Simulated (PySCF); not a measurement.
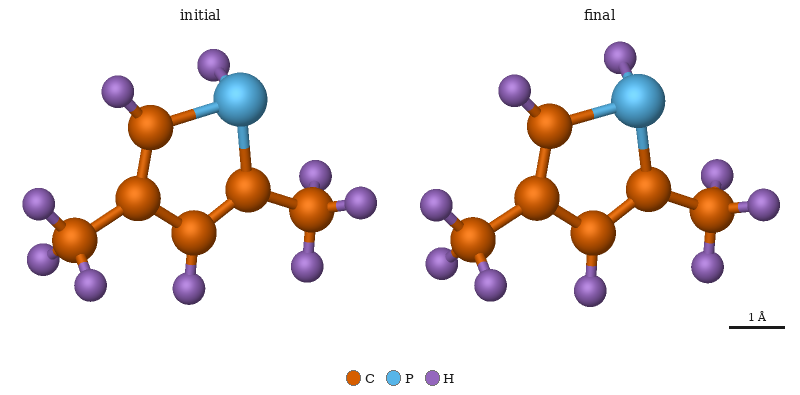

The structure of C₆H₉P before (left) and after (right) a relaxation, at one scale.

Style: ball-and-stick. Shown at a tilt.

The start comes from GFN2-xTB. Its atoms were then displaced at random by about 0.01 Å.

Level of theory: PySCF, PBE0-D3(BJ)/def2-SVP geometry optimisation, gas phase. 

Question: What changed between the two?

Answer: After 5 geometry steps the energy has fallen by 0.210 eV. The atom that moves furthest after the best rigid fit is an H atom (0.18 Å). By element the largest moves are H 0.18 Å, P 0.06 Å, C 0.04 Å. Near-neighbour distances that change, for instance: C–P 1.856 → 1.803 Å, H–P 1.384 → 1.429 Å, C–H 1.062 → 1.096 Å, C–C 1.331 → 1.357 Å. Bond angles that change, for instance: C–P–H 96.0° → 101.8°, C–P–H 96.1° → 99.7°, H–C–H 109.7° → 106.8°. The run took 49 s on 1 thread of Arm Neoverse V2, on a shared host.
